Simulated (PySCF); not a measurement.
## C₂H₇FOSi₂: a changed input and its effect

System: C₂H₇FOSi₂, SMILES C=C[SiH2]O[SiH2]F.
Method of the first run: GIAO PBE0/pcSseg-1 NMR shielding, non-relativistic, IEF-PCM benzene (PySCF 2.14.0).

The geometry comes from this level: PBE0-D3(BJ)/def2-SVP. Text and figures count atoms from 1; the logs count them from 0 in places.

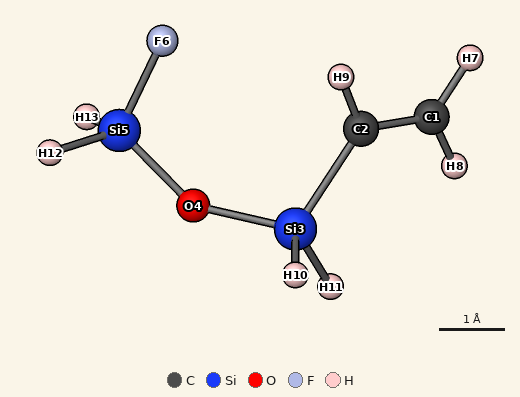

Figure 1. The input geometry (ball-and-stick view, seen on its broad side; atoms are numbered from 1 in the order of the input). Bond lengths as drawn: C–C 1.34 Å, C–H 1.10 Å, C–Si 1.86 Å, F–Si 1.62 Å, H–Si 1.48 to 1.49 Å and O–Si 1.64 to 1.67 Å.

## The input, the first run
```
{"job": {"kind": "nmr", "xc": "PBE0", "basis": "pcSseg-1", "solvent": "benzene", "pop": false}, "charge": 0, "multiplicity": 1}
C      2.476805     0.039108    -0.402145
C      1.316216     0.567334     0.004024
Si     0.168191    -0.307820     1.178536
O     -1.346406    -0.473701     0.492944
Si    -2.379867     0.095758    -0.640386
F     -1.625511     1.247952    -1.502557
H      3.148997     0.565903    -1.088882
H      2.811314    -0.949803    -0.066701
H      1.027899     1.555712    -0.377566
H      0.001834     0.457560     2.449955
H      0.707640    -1.666443     1.472856
H     -3.553541     0.727546     0.013400
H     -2.761292    -0.990822    -1.575692
```

The first line tells a small driver script what to run in PySCF; the rest is the geometry in Å.

Hardware: 1 CPU thread, shared host.

## Output (the first run)
```
coarse grid: 11936 points
cycle   1  E = -833.8435386549  dE =  3.928e-01  |g| = 8.873e-01  |ddm| = 3.243e+00
cycle   2  E = -833.6533246707  dE =  1.902e-01  |g| = 1.367e+00  |ddm| = 1.487e+00
cycle   3  E = -833.9771298903  dE = -3.238e-01  |g| = 1.155e-01  |ddm| = 9.988e-01
cycle   4  E = -833.9795215113  dE = -2.392e-03  |g| = 5.022e-02  |ddm| = 1.178e-01
cycle   5  E = -833.9799406682  dE = -4.192e-04  |g| = 1.272e-02  |ddm| = 3.345e-02
cycle   6  E = -833.9799657412  dE = -2.507e-05  |g| = 2.589e-03  |ddm| = 9.562e-03
cycle   7  E = -833.9799671805  dE = -1.439e-06  |g| = 4.346e-04  |ddm| = 2.452e-03
final grid: 106688 points
cycle   8  E = -834.0297690926  dE = -1.158e-05  |g| = 8.361e-03  |ddm| = 1.394e-02
cycle   9  E = -834.0297530929  dE =  1.600e-05  |g| = 1.250e-02  |ddm| = 1.361e-02
cycle  10  E = -834.0297829613  dE = -2.987e-05  |g| = 1.180e-03  |ddm| = 8.333e-03
cycle  11  E = -834.0297832522  dE = -2.909e-07  |g| = 1.398e-04  |ddm| = 8.962e-04
cycle  12  E = -834.0297832560  dE = -3.807e-09  |g| = 4.230e-05  |ddm| = 1.321e-04
cycle  13  E = -834.0297832562  dE = -2.085e-10  |g| = 2.025e-05  |ddm| = 3.687e-05
converged SCF energy = -834.0297832562

GIAO shielding tensors (ppm)
atom      isotropic    diamagn.    paramagn.     s11        s22        s33       span
  0 C       37.920     254.079    -216.160    -89.363     39.827    163.296    252.659
  1 C       40.534     263.917    -223.383    -80.618     27.948    174.271    254.889
  2 Si     369.574     880.108    -510.533    335.017    364.155    409.551     74.533
  3 O      270.171     400.426    -130.255    219.370    240.294    350.848    131.478
  4 Si     377.470     878.134    -500.664    358.030    385.523    388.856     30.826
  5 F      339.077     473.680    -134.603    253.631    351.073    412.527    158.896
  6 H       24.760      28.900      -4.140     21.569     24.244     28.468      6.899
  7 H       24.897      30.663      -5.765     21.306     24.671     28.715      7.408
  8 H       24.507      33.013      -8.506     21.428     24.321     27.773      6.345
  9 H       25.951      28.756      -2.805     22.928     24.486     30.440      7.513
 10 H       26.272      29.802      -3.530     23.334     24.942     30.539      7.205
 11 H       26.197      27.394      -1.197     22.968     23.812     31.811      8.842
 12 H       26.249      28.277      -2.028     23.058     23.869     31.821      8.763
```

For the second run the input was changed thus:
```diff
-"solvent": "benzene"
-"pop": false
+"solvent": "acetonitrile"
+"pop": true
```

What does this change do to the results?

The total energy of the second run is 1.3 kcal/mol lower: the change of the electrostatic solvation energy at this fixed geometry, without cavity or dispersion terms. The dipole moment goes from 0.72 to 0.79 D. Of all shieldings, the largest change is that of F6, by +2.4 ppm. The number of SCF iterations is the same.

## Output (the second run)
```
coarse grid: 11936 points
cycle   1  E = -833.8473582865  dE =  3.892e-01  |g| = 8.840e-01  |ddm| = 3.242e+00
cycle   2  E = -833.6656966128  dE =  1.817e-01  |g| = 1.348e+00  |ddm| = 1.448e+00
cycle   3  E = -833.9793643855  dE = -3.137e-01  |g| = 1.142e-01  |ddm| = 9.666e-01
cycle   4  E = -833.9816874783  dE = -2.323e-03  |g| = 4.784e-02  |ddm| = 1.116e-01
cycle   5  E = -833.9820590911  dE = -3.716e-04  |g| = 1.215e-02  |ddm| = 3.134e-02
cycle   6  E = -833.9820820658  dE = -2.297e-05  |g| = 2.476e-03  |ddm| = 9.093e-03
cycle   7  E = -833.9820833722  dE = -1.306e-06  |g| = 4.449e-04  |ddm| = 2.282e-03
final grid: 106688 points
cycle   8  E = -834.0318786593  dE = -1.175e-05  |g| = 8.326e-03  |ddm| = 1.397e-02
cycle   9  E = -834.0318634028  dE =  1.526e-05  |g| = 1.236e-02  |ddm| = 1.332e-02
cycle  10  E = -834.0318923900  dE = -2.899e-05  |g| = 1.157e-03  |ddm| = 8.094e-03
cycle  11  E = -834.0318926707  dE = -2.807e-07  |g| = 1.317e-04  |ddm| = 8.558e-04
cycle  12  E = -834.0318926740  dE = -3.320e-09  |g| = 4.007e-05  |ddm| = 1.205e-04
cycle  13  E = -834.0318926742  dE = -1.835e-10  |g| = 1.987e-05  |ddm| = 3.550e-05
converged SCF energy = -834.0318926742

GIAO shielding tensors (ppm)
atom      isotropic    diamagn.    paramagn.     s11        s22        s33       span
  0 C       36.437     254.138    -217.701    -91.169     36.246    164.235    255.405
  1 C       41.029     264.005    -222.976    -79.778     28.682    174.184    253.961
  2 Si     369.362     880.120    -510.757    334.703    364.161    409.222     74.520
  3 O      270.438     400.532    -130.094    219.434    241.016    350.864    131.430
  4 Si     376.458     878.096    -501.638    356.621    382.827    389.926     33.305
  5 F      341.466     474.004    -132.538    257.242    353.278    413.879    156.636
  6 H       24.628      28.783      -4.154     21.427     24.145     28.314      6.886
  7 H       24.754      30.484      -5.730     21.160     24.516     28.585      7.426
  8 H       24.493      33.022      -8.529     21.471     24.288     27.718      6.247
  9 H       25.968      28.798      -2.831     22.947     24.505     30.450      7.503
 10 H       26.260      29.793      -3.532     23.317     24.926     30.538      7.221
 11 H       26.169      27.333      -1.164     22.934     23.787     31.786      8.853
 12 H       26.220      28.204      -1.984     23.025     23.842     31.792      8.767
```

## The two runs side by side

| quantity | the first run | the second run |
| --- | --- | --- |
| outcome | converged | converged |
| total energy (hartree) | −834.029783 | −834.031893 |
| HOMO (eV) | −8.13 | −8.10 |
| LUMO (eV) | −0.64 | −0.60 |
| dipole moment (D) | 0.72 | 0.79 |
| shielding of C1 (ppm) | 37.9 | 36.4 |
| shielding of C2 (ppm) | 40.5 | 41.0 |
| shielding of Si3 (ppm) | 369.6 | 369.4 |
| shielding of O4 (ppm) | 270.2 | 270.4 |
| shielding of Si5 (ppm) | 377.5 | 376.5 |
| shielding of F6 (ppm) | 339.1 | 341.5 |
| shielding of H8 (ppm) | 24.9 | 24.8 |
| SCF iterations | 13 | 13 |
| basis functions | 151 | 151 |
| wall time (shared host) | 16 s | 21 s |
